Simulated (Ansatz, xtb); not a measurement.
Ligand exchange: SiH3Br + GeH3Br → SiH4 + GeH2Br2

Species: SiH3Br `[SiH3]Br`, singlet; GeH3Br `[GeH3][Br]`, singlet; SiH4 (silane) `[SiH4]`, singlet; GeH2Br2 `[Br][GeH2][Br]`, singlet. The partners trade Br for H: Si–Br and Ge–H bonds give way to Si–H and Ge–Br.

Shapes, held fixed at every level: PBE0-D4/def2-TZVP. Programs: Ansatz 0.2.0, xtb 6.7.1. The zero-point and thermal change to 298 K, harmonic and unscaled (PBE0-D4/def2-TZVP), is -0.6 kJ/mol.

```
                level                   kind  ΔH(298 K) (kJ/mol)  less CCSD(T)/def2-TZVPP
             GFN0-xTB         semi-empirical               +16.1                     +9.5
        HF/def2-TZVPP           Hartree–Fock                +9.3                     +2.7
     SPW92/def2-TZVPP                    LDA                +9.0                     +2.4
  B3LYP-D4/def2-TZVPP          global hybrid                +4.0                     -2.6
   PBE0-D4/def2-TZVPP          global hybrid                +7.6                     +1.0
r2SCAN0-D4/def2-TZVPP          global hybrid                +9.3                     +2.7
         MP2/def2-SVP    perturbation theory                +3.8                     -2.8
      CCSD/def2-TZVPP  coupled cluster or CI                +7.7                     +1.1
   CCSD(T)/def2-TZVPP  coupled cluster or CI                +6.6                      0.0
```

The highest level, CCSD(T)/def2-TZVPP, gives ΔH(298 K) = +6.6 kJ/mol; the levels span +3.8 to +16.1. The column of differences is taken from that level and isn't an error. No measured value is set beside it here. Relativity is left out for Br, Ge. Outer-core shells of Br, Ge are correlated in most correlated rows, in sets that cover them unevenly.

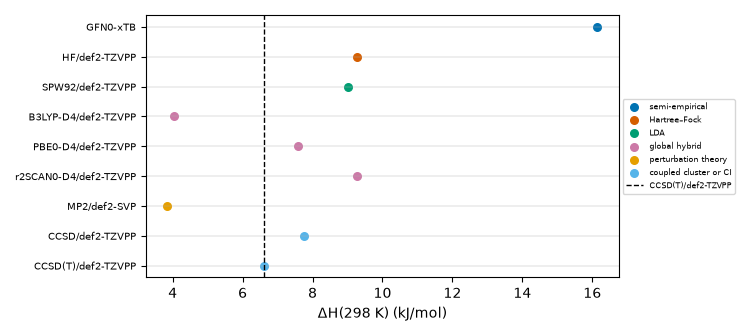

The values of the table, level by level.
